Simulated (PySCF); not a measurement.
C4H11BSSi2: NMR shielding calculation

The run: NMR shielding calculation of C4H11BSSi2. Method and program: GIAO PBE0/pcSseg-1 NMR shielding, non-relativistic, gas phase (PySCF 2.14.0).

The geometry comes from this level: GFN2-xTB. It belongs to a series of runs on one base structure; here: ring closed by a new Si-C bond. Figures and captions count atoms from 1; the log counts them from 0 in places.

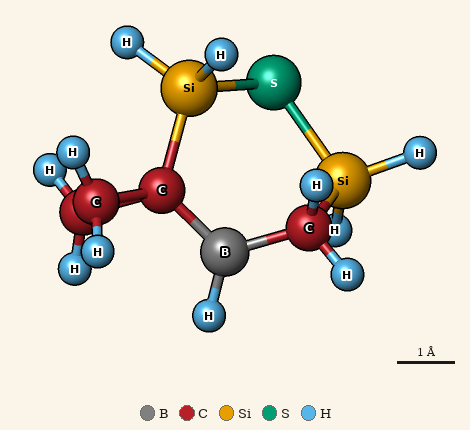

**Figure 1.** The input geometry (ball-and-stick view, seen at a tilt). Bond lengths as drawn: B–C 1.56 Å, B–H 1.17 Å, C–C 1.48 to 1.53 Å, C–H 1.08 to 1.09 Å, C–Si 1.89 to 1.91 Å, H–Si 1.46 to 1.47 Å and S–Si 2.15 to 2.16 Å.

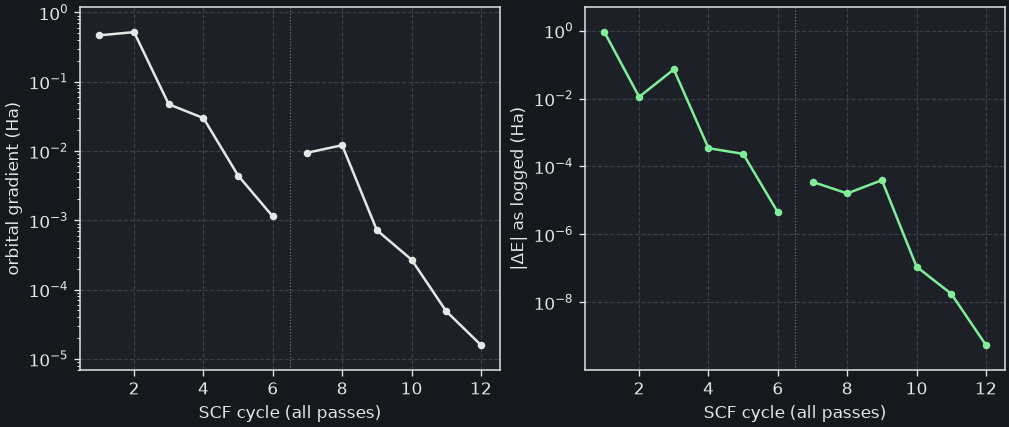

**Figure 2.** Convergence of the self-consistent field: orbital gradient and size of the energy change against the SCF cycle. The dotted line marks the change from a coarse to the final integration grid. The first 6 cycles use a coarse grid, the final grid takes over at cycle 7, and the field converges after 12 cycles in all.

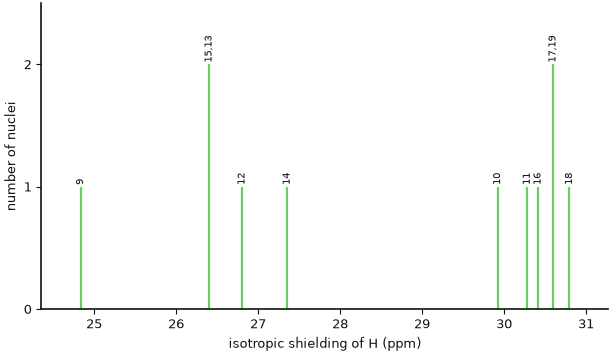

**Figure 3.** Isotropic shieldings of the hydrogen nuclei in this fixed geometry, labelled by atom number; shielding grows to the right, so chemical shift grows to the left. The least shielded is H9 (24.8 ppm), the most shielded H18 (30.8 ppm).

These pictures come from the run below.

The input:
```
{"job": {"kind": "nmr", "xc": "PBE0", "basis": "pcSseg-1"}, "charge": 0, "multiplicity": 1}
B      0.018938    -0.801778    -0.921204
C      1.447693    -1.244140    -0.487664
Si     2.604526     0.275507    -0.539725
S      1.859657     1.771702     0.810759
Si    -0.006375     0.927268     1.491777
C     -0.850775     0.040478     0.056866
C     -2.096853     0.725376    -0.488755
C     -2.254144    -0.473145     0.361558
H     -0.380841    -1.051067    -1.997389
H      1.882884    -2.019070    -1.115627
H      1.478623    -1.599992     0.543639
H      2.662562     0.884359    -1.865995
H      3.936197    -0.080948    -0.057319
H     -0.751672     2.085275     1.970120
H      0.291766     0.002907     2.589911
H     -2.297443     0.633494    -1.546156
H     -2.370400     1.686507    -0.078312
H     -2.625415    -0.353420     1.368787
H     -2.558732    -1.400060    -0.102733
```

The first line tells a small driver script what to run in PySCF; the rest is the geometry in Å.

Command:
```bash
OMP_NUM_THREADS=1 python <driver script> task.json out
```

The program's output:
```
coarse grid: 17128 points
cycle   1  E = -1160.3300808156  dE =  9.031e-01  |g| = 4.678e-01  |ddm| = 4.024e+00
cycle   2  E = -1160.3188992270  dE =  1.118e-02  |g| = 5.200e-01  |ddm| = 1.082e+00
cycle   3  E = -1160.3908030114  dE = -7.190e-02  |g| = 4.730e-02  |ddm| = 6.072e-01
cycle   4  E = -1160.3911469044  dE = -3.439e-04  |g| = 2.988e-02  |ddm| = 8.791e-02
cycle   5  E = -1160.3913804920  dE = -2.336e-04  |g| = 4.427e-03  |ddm| = 4.119e-02
cycle   6  E = -1160.3913849239  dE = -4.432e-06  |g| = 1.136e-03  |ddm| = 5.483e-03
final grid: 150736 points
cycle   7  E = -1160.4378063444  dE = -3.503e-05  |g| = 9.466e-03  |ddm| = 3.178e-02
cycle   8  E = -1160.4377903974  dE =  1.595e-05  |g| = 1.214e-02  |ddm| = 2.274e-02
cycle   9  E = -1160.4378296327  dE = -3.924e-05  |g| = 7.213e-04  |ddm| = 1.349e-02
cycle  10  E = -1160.4378297433  dE = -1.107e-07  |g| = 2.711e-04  |ddm| = 9.942e-04
cycle  11  E = -1160.4378297610  dE = -1.763e-08  |g| = 4.882e-05  |ddm| = 2.895e-04
cycle  12  E = -1160.4378297615  dE = -5.475e-10  |g| = 1.590e-05  |ddm| = 7.347e-05
converged SCF energy = -1160.4378297615

GIAO shielding tensors (ppm)
atom      isotropic    diamagn.    paramagn.     s11        s22        s33       span
  0 B       17.709     190.494    -172.786    -55.161     -5.440    113.728    168.889
  1 C      165.152     259.648     -94.496    136.148    169.378    189.931     53.783
  2 Si     382.747     879.496    -496.749    341.303    372.671    434.266     92.963
  3 S      815.527    1060.211    -244.684    729.225    850.552    866.804    137.579
  4 Si     364.810     881.512    -516.702    318.211    354.359    421.860    103.649
  5 C      172.573     258.505     -85.932    121.577    183.404    212.737     91.160
  6 C      164.951     251.730     -86.780    126.170    174.950    193.732     67.562
  7 C      176.442     252.304     -75.862    154.543    181.510    193.272     38.729
  8 H       24.834      31.966      -7.132     20.533     25.824     28.146      7.613
  9 H       29.920      30.500      -0.579     25.944     26.862     36.956     11.012
 10 H       30.282      33.482      -3.199     26.249     29.160     35.438      9.190
 11 H       26.803      28.717      -1.914     22.847     24.435     33.128     10.281
 12 H       26.417      27.728      -1.312     21.992     24.346     32.911     10.919
 13 H       27.354      30.253      -2.899     22.744     26.457     32.862     10.118
 14 H       26.386      30.501      -4.115     21.881     25.217     32.061     10.180
 15 H       30.414      31.538      -1.124     24.617     26.654     39.971     15.353
 16 H       30.577      31.576      -0.999     24.641     28.368     38.723     14.083
 17 H       30.796      31.316      -0.520     24.708     28.322     39.357     14.649
 18 H       30.614      31.130      -0.516     24.769     26.798     40.274     15.505
```

Summary:

| quantity | value |
| --- | --- |
| outcome | converged |
| total energy | −1160.437830 hartree |
| HOMO | −7.05 eV |
| LUMO | −1.19 eV |
| dipole moment | 2.64 D |
| isotropic shielding, B | 17.7 ppm |
| isotropic shielding, C | 165.0 to 176.4 ppm |
| isotropic shielding, Si | 364.8 to 382.7 ppm |
| isotropic shielding, S | 815.5 ppm |
| isotropic shielding, H | 24.8 to 30.8 ppm |
| hardware | 1 CPU thread, shared host |
| wall time | 31 s |
| peak memory | 0.96 GiB |
